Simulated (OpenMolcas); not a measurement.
# Cu²⁺ among point charges: CASSCF and CASPT2 levels and susceptibility

How does a field of 6 point charges split the states of Cu²⁺, and what χT follows?

The numbers are computed with OpenMolcas 26.06 (state-averaged CASSCF and CASPT2, spin-orbit coupling by RASSI with atomic mean-field integrals), except any that are marked as measured or tabulated.

### Step 1. What is computed

* Species: Cu²⁺ (copper, Z = 29, 27 electrons)
* Basis: ANO-RCC-VDZP [5s4p2d1f], 34 functions
* Scalar Hamiltonian: DKH2, point nucleus
* Inactive shells: 1s 2s 2p 3s 3p
* Active space: 9 electrons in 5 orbitals (3d)
* Some configurations of this space: 3d9
* Orbitals: optimised for each spin and parity, averaged over all roots

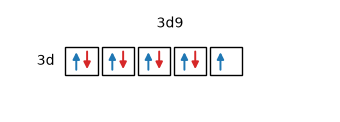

The shells outside the core, filled by Hund's rule for the drawing.

The ion sits among 6 point charges of -2 e arranged as an octahedron (Oh), 2.21 Å from the ion.

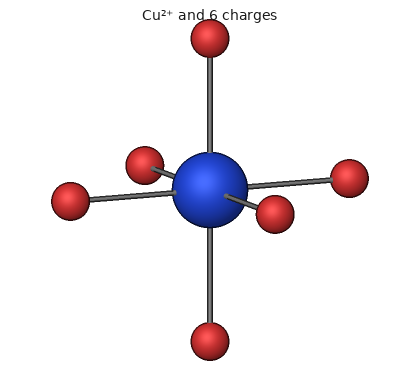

The ion and the point charges (red).

Each step is its own input file, run in one work folder so that later steps find the files of earlier ones. Labels, J, g values, rates, χT and fits are worked out afterwards by a script from the matrices that RASSI stores. The input lists half of the charges; inversion (Group=XYZ) makes the rest.

### Step 2. Basis and integrals

a.inp reads:

```
&GATEWAY
Coord
1

Cu 0.0 0.0 0.0
Basis=ANO-RCC-VDZP
Group=XYZ
NoMove
AngMom=0.0 0.0 0.0
AMFI
XField
3 Angstrom 0
2.210000 0.000000 0.000000 -2.000000
0.000000 2.210000 0.000000 -2.000000
0.000000 0.000000 2.210000 -2.000000
&SEWARD
```

Command:

```sh
$ OMP_NUM_THREADS=1 MOLCAS_MEM=1689 MOLCAS_PROJECT=a pymolcas a.inp > a.log
```

What it wrote:

```text
Basis set label: CU.ANO-RCC...5S4P2D1F.

      Electronic valence basis set:
      ------------------
      Associated Effective Charge  29.000000 au
      Associated Actual Charge     29.000000 au
      Nuclear Model: Point charge

      Shell  nPrim  nBasis  Cartesian Spherical Contaminant
         s      21       5        X
         p      15       4        X
         d      10       2                 X
         f       6       1                 X
                  Relativistic Douglas-Kroll-Hess integrals:
                    - DKH order of Hamiltonian: 2
                    - DKH order of Properties : 0
                  Atomic mean-field integrals
```

### Step 3. CASSCF: doublets of even parity, 5 roots

a.inp reads:

```
&RASSCF
FileOrb=start.orb
Symmetry=1
Spin=2
nActEl=9 0 0
Inactive=3 6
Ras2=5 0
CIRoot=5 5 1
SDav=5
CIMx=300
Iter=120 100
PrWF=0.3
OrbListing=Nothing
MaxOrb=0
>>> COPY $Project.JobIph JOB001
```

Command:

```sh
$ OMP_NUM_THREADS=1 MOLCAS_MEM=1689 MOLCAS_PROJECT=a pymolcas a.inp > a.log
```

start.orb holds the contracted functions of the basis, ordered by shell, or the orbitals of the step before.

What it wrote, shortened:

```text
[...]
      Number of active orbitals                  5
[...]
      Spin quantum number                      0.5
[...]
      Active orbitals                            5   0
[...]
      Number of CSFs                             5
      Number of root(s) required                 5
[...]
      Convergence after 10 iterations
[...]
      Natural orbitals and occupation numbers for root  1
      sym 1:   2.000000   2.000000   1.000000   2.000000   2.000000
      Natural orbitals and occupation numbers for root  2
      sym 1:   2.000000   2.000000   1.000000   2.000000   2.000000
      Natural orbitals and occupation numbers for root  3
      sym 1:   2.000000   2.000000   1.000000   2.000000   2.000000
::    RASSCF root number  1 Total energy:  -1657.96067327
::    RASSCF root number  2 Total energy:  -1657.96067327
::    RASSCF root number  3 Total energy:  -1657.95016922
::    RASSCF root number  4 Total energy:  -1657.95016922
::    RASSCF root number  5 Total energy:  -1657.95016922
```

### Step 4. State interaction with spin-orbit coupling

a.inp reads:

```
&RASSI
NrOfJobIphs=1 5
1 2 3 4 5
IphNames
JOB001
EJob
SpinOrbit
DIPRint=1.0
SOCoupling=1000.0
Subsets=2
Property=9
'ANGMOM' 1 'ANGMOM' 2 'ANGMOM' 3 'MLTPL  1' 1 'MLTPL  1' 2 'MLTPL  1' 3
'AMFI' 1 'AMFI' 2 'AMFI' 3
SOProperty=3
'ANGMOM' 1 'ANGMOM' 2 'ANGMOM' 3
```

Command:

```sh
$ OMP_NUM_THREADS=1 MOLCAS_MEM=1689 MOLCAS_PROJECT=a pymolcas a.inp > a.log
```

What it wrote, shortened:

```text
SPIN-FREE ENERGIES:
  (Shifted by EMIN (a.u.) =      -1657.9606732718)
 SF State       Relative EMIN(au)   Rel lowest level(eV)    D:o, cm**(-1)      L_eff
     1             0.0000000000        0.0000000000              0.0000         2.0
     2             0.0000000000        0.0000000000              0.0000         2.0
     3             0.0105040551        0.2858298996           2305.3736         2.0
     4             0.0105040551        0.2858298996           2305.3736         2.0
     5             0.0105040551        0.2858298996           2305.3736         2.0
     Dipole printing threshold changed to   1.00000000E+00
Eigenvalues of complex Hamiltonian:
   -----------------------------------
  (Shifted by EMIN (a.u.) =      -1657.9606732718)
 SO State       Relative EMIN(au)   Rel lowest level(eV)    D:o, cm**(-1)     J-value
     1            -0.0016016605        0.0000000000              0.0000         2.2
     2            -0.0016016605        0.0000000000              0.0000         1.8
     3            -0.0016016605        0.0000000000              0.0000         1.5
     4            -0.0016016605        0.0000000000              0.0000         2.0
     5             0.0066961120        0.2257938927           1821.1506         2.0
     6             0.0066961120        0.2257938927           1821.1506         2.0
     7             0.0140096871        0.4248064099           3426.2948         1.4
     8             0.0140096871        0.4248064099           3426.2948         1.4
     9             0.0140096871        0.4248064099           3426.2948         1.1
    10             0.0140096871        0.4248064099           3426.2948         1.1
Weights of the five most important spin-orbit-free states for each spin-orbit state.
[...]
```

These steps: 1.7 s of run time, 1 thread of Arm Neoverse V1, shared host.

Spin-free states, with their symmetry labels:

| state | degeneracy | E (cm-1) | free-ion L (%) |
| --- | --- | --- | --- |
| 2E | 2 | 0 | D (100) |
| 2T2 | 3 | 2305 | D (100) |

With spin-orbit coupling:

```
E (cm-1)  Degeneracy  Label  2S+1               g
     0.0           4     Γ8     2                
    1821           2     Γ7     2  2.00 2.00 2.00
    3426           4     Γ8     2
```

Principal g values are given for doublets only; a zero marks a field direction without first-order Zeeman splitting.

Powder χT (cm³ K/mol): 0.82 at 2 K, 0.82 at 5 K, 0.83 at 10 K, 0.83 at 20 K, 0.84 at 50 K, 0.86 at 100 K, 0.88 at 150 K, 0.91 at 200 K, 0.93 at 250 K, 0.95 at 300 K.

A ligand-field fit to the states below 45000 cm-1 gives 10Dq = 2305 cm-1, the gap between the two states.

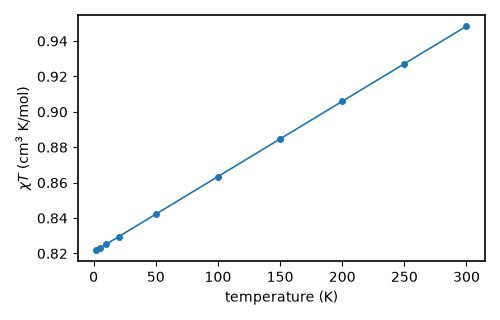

χT against temperature.

Orbitals of the lowest block (energies include the constant potential of the surroundings):

| shell | space | energy (hartree) | mean occupation | ⟨r²⟩ (bohr²) |
| --- | --- | --- | --- | --- |
| 1s | inactive | -330.5671 | 2.000 | 0.00362 |
| 2s | inactive | -39.7843 | 2.000 | 0.0646 |
| 2p | inactive | -33.9282 | 6.000 | 0.0521 |
| 3s | inactive | -3.3067 | 2.000 | 0.582 |
| 3p | inactive | -1.5040 | 6.000 | 0.657 |
| 3d | RAS2 |  | 9.000 | 1.17 |

### Step 5. CASPT2: IPEA 0.25, imaginary shift 0.1 (closed shells correlated: 3s 3p)

a.inp reads:

```
>>> COPY JOB001 $Project.JobIph
&CASPT2
Multistate=5 1 2 3 4 5
NoMult
Frozen=2 3
IPEA=0.25
Imaginary=0.1
MaxIter=60
WThr=0.0 0.3 0.05
PrWF=0.5
NoMix
```

Command:

```sh
$ OMP_NUM_THREADS=1 MOLCAS_MEM=1689 MOLCAS_PROJECT=a pymolcas a.inp > a.log
```

What it wrote:

```text
Orbital specifications:
      -----------------------

      Symmetry species                           1   2
                                                ag  au
      Frozen orbitals                            2   3
      Inactive orbitals                          1   3
      Active orbitals                            5   0
      Secondary orbitals                         7  13
      Deleted orbitals                           0   0
      Number of basis functions                 15  19
Type of calculation                        SS-CASPT2
      Fock operator                              state-specific
      IPEA shift                                 0.25
      Real shift                                 0.00
      Imaginary shift                            0.10
      The input orbitals will be transformed to quasi-canonical
Reference energy:       -1657.9606732718
      E2 (Non-variational):      -0.5258767071
      Shift correction:          -0.0001214639
      E2 (Variational):          -0.5259981710
      Total energy:           -1658.4866714428
      Residual norm:              0.0000002298
      Reference weight:           0.93200
      Contributions to the CASPT2 correlation energy
      Active & Virtual Only:         -0.3016123598
      One Inactive Excited:          -0.1747659316
      Two Inactive Excited:          -0.0494984156
Reference energy:       -1657.9606732718
      E2 (Non-variational):      -0.5258792862
      Shift correction:          -0.0001212342
      E2 (Variational):          -0.5260005204
      Total energy:           -1658.4866737922
      Residual norm:              0.0000007216
      Reference weight:           0.93200
      Contributions to the CASPT2 correlation energy
      Active & Virtual Only:         -0.3016141953
      One Inactive Excited:          -0.1747665980
      Two Inactive Excited:          -0.0494984930
::    CASPT2 Root  1     Total energy:  -1658.48667144
::    CASPT2 Root  2     Total energy:  -1658.48667379
::    CASPT2 Root  3     Total energy:  -1658.47427047
::    CASPT2 Root  4     Total energy:  -1658.47427047
::    CASPT2 Root  5     Total energy:  -1658.47427047
```

This run: 0.52 s of run time, 1 thread of Arm Neoverse V1, shared host.

SS-CASPT2: lowest energy less the reference's lowest, -0.5260 hartree; reference weights 0.932.

Spin-free states, with their symmetry labels:

| state | degeneracy | E (cm-1) | free-ion L (%) |
| --- | --- | --- | --- |
| 2E | 2 | 0 | D (100) |
| 2T2 | 3 | 2722 | D (100) |

With spin-orbit coupling:

```tsv
E (cm-1)	Degeneracy	Label	2S+1	g
0	4	Γ8	2	
2200	2	Γ7	2	2.00 2.00 2.00
3770	4	Γ8	2
```

Powder χT (cm³ K/mol): 0.78 at 2 K, 0.78 at 5 K, 0.78 at 10 K, 0.79 at 20 K, 0.80 at 50 K, 0.81 at 100 K, 0.83 at 150 K, 0.85 at 200 K, 0.87 at 250 K, 0.89 at 300 K.

A ligand-field fit to the states below 45000 cm-1 gives 10Dq = 2722 cm-1, the gap between the two states.

### Step 6. The methods side by side

A. CASSCF
B. SS-CASPT2, IPEA 0.25, imaginary shift 0.1 (closed shells correlated: 3s 3p)

| method | ground state | first state of that spin (cm-1) | first gap with spin-orbit (cm-1) | χT at 300 K |
| --- | --- | --- | --- | --- |
| A | 2E | 2T2 2305 | 1821.2 | 0.95 |
| B | 2E | 2T2 2722 | 2199.2 | 0.89 |

### Step 7. What came out

| quantity | value |
| --- | --- |
| method | SS-CASPT2, IPEA 0.25, imaginary shift 0.1 (closed shells correlated: 3s 3p) |
| spin-free ground state | 2E, 2-fold in its orbital part |
| first state of the same spin within the active space | 2T2 at 2720 cm⁻¹ |
| lowest level | 4-fold Γ8 |
| next level | 2199.2 cm⁻¹ |
| χT at 300 K | 0.89 cm³ K/mol |
| effective moment at 300 K | 2.66 μB |

Cost by method:

| method | time of its own steps | time with the reference |
| --- | --- | --- |
| A. CASSCF | 1.7 s | 1.7 s |
| B. SS-CASPT2, IPEA 0.25, imaginary shift 0.1, +3s 3p | 0.52 s | 2.2 s |

Times are of one thread on a shared host.

In words: The spin-free ground state (2E) comes to 100 % from free-ion D terms and keeps the highest spin of the shell. χT at 300 K is 0.89, against 0.38 cm³ K/mol for the spin alone, so orbital moment adds to it. A ligand-field fit to the states below 45000 cm-1 gives 10Dq = 2722 cm-1, the gap between the two states. An orbital doublet at a regular site is open to a Jahn-Teller distortion, which this geometry leaves out. The field of point charges can differ much from that of real complexes. This is an electrostatic model: the charges have no orbitals.
